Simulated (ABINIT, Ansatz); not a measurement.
# LaB6 (Pm-3m): zone-centre phonons

Aim: the zone-centre modes of LaB6 (Pm-3m).

Calculated with ABINIT 10.8.3; DFT PBEsol, scalar-relativistic, plane waves, PseudoDojo norm-conserving pseudopotentials.

## (1) Set-up

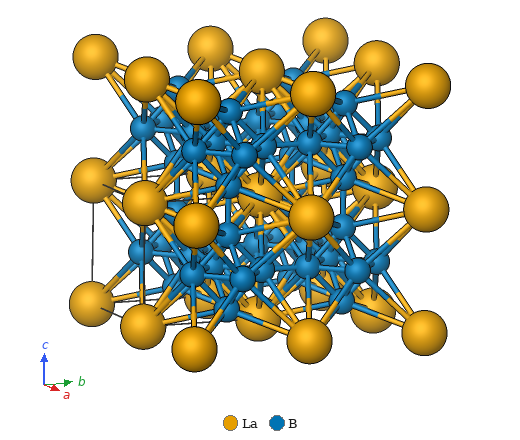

The starting structure, seen slightly off an axis (lanthanum orange, boron blue). 2×2×2 cells are drawn. Some periodic images of atoms are drawn too.

## (2) Relaxation

Frequencies change by per cents with a per cent of volume, so the structure is first brought to rest at this level of theory.

The starting cell comes from a relaxation made beforehand in Ansatz (PBEsol, PseudoDojo NC).

Contents of relax.abi:

```
# relaxation
ionmov 2
optcell 2
ecutsm 0.5
dilatmx 1.08
ntime 40
tolmxf 1.0d-05
tolvrs 1.0d-14
prtwf 0
prtden 0
chksymtnons 0

# basis, mesh and filling
ecut 50.0
ngkpt 6 6 6
nshiftk 1
shiftk 0.0 0.0 0.0
istwfk *1
occopt 7
tsmear 0.01
nband 22
nstep 100
diemac 1000000.0
prtebands 0
prtgsr 0
useylm 1

# cell and atoms
acell 7.809083045 7.809083045 7.809083045
rprim 
    1.0 0.0 0.0
    0.0 1.0 0.0
    0.0 0.0 1.0
ntypat 2
znucl 57 5
natom 7
typat 1 2 2 2 2 2 2
xred 
    0.0 0.0 0.0
    0.1995663245 0.5 0.5
    0.5 0.1995663245 0.5
    0.8004336755 0.5 0.5
    0.5 0.8004336755 0.5
    0.5 0.5 0.1995663245
    0.5 0.5 0.8004336755
pp_dirpath "./pseudo"
pseudos "La.upf, B.upf"
```

Launch:

```sh
$ OMP_NUM_THREADS=1 mpirun -n 8 abinit relax.abi > relax.log
```

Numbers of over 12 decimals in the logs are rounded to 6 here.

relax.abo, the main output file:

```text
[banners, grids, parts of the stress and lines that vanish by symmetry left out]
- input  file    -> relax.abi
- output file    -> relax.abo
- root for input  files -> relaxi
[...]
Symmetries : space group Pm -3 m (#221); Bravais cP (primitive cubic)
[...]
mpw =       10169          nfft =      157464          nkpt =          20
[...]
== DATASET  1 ==================================================================
[...]
cutoff_energies: {ecut:  50.0, pawecutdg:  -1.0, }
[...]
ETOT  1  -52.593205817142    -5.259E+01 4.861E-02 4.421E+03
 ETOT  2  -52.863620856895    -2.704E-01 1.125E-01 9.181E+01
 ETOT  3  -52.873759323855    -1.014E-02 1.312E-01 2.254E+00
 ETOT  4  -52.875500625080    -1.741E-03 3.635E-02 1.831E+00
 ETOT  5  -52.876237515190    -7.369E-04 2.584E-02 2.524E-01
[...]
At SCF step   63       vres2   =  7.74E-15 < tolvrs=  1.00E-14 =>converged.
[...]
sigma(1 1)= -2.18758943E-06  sigma(3 2)=  0.00000000E+00
  sigma(2 2)= -2.18758943E-06  sigma(3 1)=  0.00000000E+00
  sigma(3 3)= -2.18758943E-06  sigma(2 1)=  0.00000000E+00
[...]
convergence: {deltae: -9.166E-13, res2:  7.740E-15, residm:  1.579E-04, diffor: null, }
etotal    :  -5.28768775E+01
[...]
ETOT  1  -52.876878119165    -5.288E+01 4.623E-04 1.187E-03
[...]
At SCF step   26       vres2   =  3.72E-15 < tolvrs=  1.00E-14 =>converged.
[...]
sigma(1 1)= -1.29536252E-06  sigma(3 2)=  0.00000000E+00
  sigma(2 2)= -1.29536252E-06  sigma(3 1)=  0.00000000E+00
  sigma(3 3)= -1.29536252E-06  sigma(2 1)=  0.00000000E+00
[...]
convergence: {deltae:  2.629E-13, res2:  3.716E-15, residm:  1.422E-04, diffor: null, }
etotal    :  -5.28768782E+01
[...]
ETOT  1  -52.876878345564    -5.288E+01 2.318E-04 2.714E-04
[...]
At SCF step   16       vres2   =  4.48E-15 < tolvrs=  1.00E-14 =>converged.
[...]
sigma(1 1)= -2.59558811E-07  sigma(3 2)=  0.00000000E+00
  sigma(2 2)= -2.59558811E-07  sigma(3 1)=  0.00000000E+00
  sigma(3 3)= -2.59558811E-07  sigma(2 1)=  0.00000000E+00
[...]
convergence: {deltae:  1.734E-12, res2:  4.484E-15, residm:  1.209E-04, diffor: null, }
etotal    :  -5.28768784E+01
[...]
ETOT  1  -52.876878374038    -5.288E+01 1.066E-04 4.792E-05
[...]
ETOT 15  -52.876878377248     3.624E-13 4.577E-05 2.411E-14
 ETOT 16  -52.876878377251    -2.849E-12 3.718E-05 9.140E-15
 At SCF step   16       vres2   =  9.14E-15 < tolvrs=  1.00E-14 =>converged.
[...]
sigma(1 1)= -7.83039729E-08  sigma(3 2)=  0.00000000E+00
  sigma(2 2)= -7.83039729E-08  sigma(3 1)=  0.00000000E+00
  sigma(3 3)= -7.83039729E-08  sigma(2 1)=  0.00000000E+00
[...]
convergence: {deltae: -2.849E-12, res2:  9.140E-15, residm:  3.718E-05, diffor: null, }
etotal    :  -5.28768784E+01
[...]
At Broyd/MD step   4, gradients are converged :
[...]
sigma(1 1)= -7.83039729E-08  sigma(3 2)=  0.00000000E+00
  sigma(2 2)= -7.83039729E-08  sigma(3 1)=  0.00000000E+00
  sigma(3 3)= -7.83039729E-08  sigma(2 1)=  0.00000000E+00
[...]
- sigma(1 1)= -2.30378242E-03  sigma(3 2)=  0.00000000E+00
- sigma(2 2)= -2.30378242E-03  sigma(3 1)=  0.00000000E+00
- sigma(3 3)= -2.30378242E-03  sigma(2 1)=  0.00000000E+00
[...]
fcart     -0.0000000000E+00 -0.0000000000E+00 -2.4200941350E-22
           strten     -7.8303972857E-08 -7.8303972857E-08 -7.8303972851E-08
================================================================================

[key lines of the parts left out:]
pressure_GPa:   2.3038E-03
Total energy (etotal) [Ha]= -5.28768783772509E+01
```

Wall time 4.6 min (8 MPI ranks of Arm Neoverse V2, shared host); 37 min of CPU time.

Little changed from the start: no atom moved by 0.005 Å and no cell edge by 0.1 %.

This step gave:

* volume per atom: 10.09 Å³
* pressure: 0.002304 GPa
* gap on the k-mesh: 0 eV

## (3) Ground state

First-order wavefunctions inherit every error of the ground state, hence the very tight tolvrs. Occupations are smeared.

Contents of gs.abi:

```
# ground state
tolvrs 1.0d-16
prtden 1
prtwf 1

# basis, mesh and filling
ecut 50.0
ngkpt 6 6 6
nshiftk 1
shiftk 0.0 0.0 0.0
istwfk *1
occopt 7
tsmear 0.01
nband 22
nstep 100
diemac 1000000.0
prtebands 0
prtgsr 0
useylm 1

# cell and atoms
acell 7.810191445 7.810191445 7.810191445
rprim 
    1.0 0.0 0.0
    0.0 1.0 0.0
    0.0 0.0 1.0
ntypat 2
znucl 57 5
natom 7
typat 1 2 2 2 2 2 2
xred 
    0.0 0.0 0.0
    0.1996413686 0.5 0.5
    0.5 0.1996413686 0.5
    0.8003586314 0.5 0.5
    0.5 0.8003586314 0.5
    0.5 0.5 0.1996413686
    0.5 0.5 0.8003586314
pp_dirpath "./pseudo"
pseudos "La.upf, B.upf"
```

Launch:

```sh
$ OMP_NUM_THREADS=1 mpirun -n 8 abinit gs.abi > gs.log
```

gs.abo, the main output file:

```text
[banners, grids, parts of the stress and lines that vanish by symmetry left out]
- input  file    -> gs.abi
- output file    -> gs.abo
- root for input  files -> gsi
[...]
Symmetries : space group Pm -3 m (#221); Bravais cP (primitive cubic)
[...]
mpw =        8121          nfft =      125000          nkpt =          20
[...]
== DATASET  1 ==================================================================
[...]
cutoff_energies: {ecut:  50.0, pawecutdg:  -1.0, }
[...]
ETOT  1  -52.595379476662    -5.260E+01 4.123E-02 3.500E+03
 ETOT  2  -52.864408755274    -2.690E-01 1.397E-01 7.027E+01
 ETOT  3  -52.874141914174    -9.733E-03 5.894E-02 2.282E+00
 ETOT  4  -52.875770811153    -1.629E-03 4.157E-02 1.398E+00
 ETOT  5  -52.876419683900    -6.489E-04 2.336E-02 2.609E-01
[...]
ETOT 73  -52.876880712041    -1.378E-12 7.371E-05 1.902E-16
 ETOT 74  -52.876880712040     6.892E-13 9.944E-05 2.398E-18
 At SCF step   74       vres2   =  2.40E-18 < tolvrs=  1.00E-16 =>converged.
[...]
sigma(1 1)=  5.51355471E-07  sigma(3 2)=  0.00000000E+00
  sigma(2 2)=  5.51355471E-07  sigma(3 1)=  0.00000000E+00
  sigma(3 3)=  5.51355471E-07  sigma(2 1)=  0.00000000E+00
[...]
convergence: {deltae:  6.892E-13, res2:  2.398E-18, residm:  9.944E-05, diffor: null, }
etotal    :  -5.28768807E+01
[...]
sigma(1 1)=  5.51355471E-07  sigma(3 2)=  0.00000000E+00
  sigma(2 2)=  5.51355471E-07  sigma(3 1)=  0.00000000E+00
  sigma(3 3)=  5.51355471E-07  sigma(2 1)=  0.00000000E+00
[...]
- sigma(1 1)=  1.62214380E-02  sigma(3 2)=  0.00000000E+00
- sigma(2 2)=  1.62214380E-02  sigma(3 1)=  0.00000000E+00
- sigma(3 3)=  1.62214380E-02  sigma(2 1)=  0.00000000E+00
[...]
fcart     -0.0000000000E+00  1.2100470675E-22 -0.0000000000E+00
           strten      5.5135547120E-07  5.5135547121E-07  5.5135547121E-07
================================================================================

[key lines of the parts left out:]
pressure_GPa:  -1.6221E-02
```

Wall time 2.2 min (8 MPI ranks); 18 min of CPU time.

This step gave:

```
pressure : -0.01622 GPa
```

The cell stands at -0.016 GPa, close enough for phonons.

[end of part 1 of 3]

[Host names and launcher messages were left out of these logs when they were recorded.]

[Logs are printed without paths, hosts, clocks, repeated set-up lines and the standing remarks that a program may print on its own settings, such as how far it seeks lower states.]

[Hosts, paths, dates, database ids (printed as entryN), source tags and the programs' standing remarks are cut or masked in the printed files.]
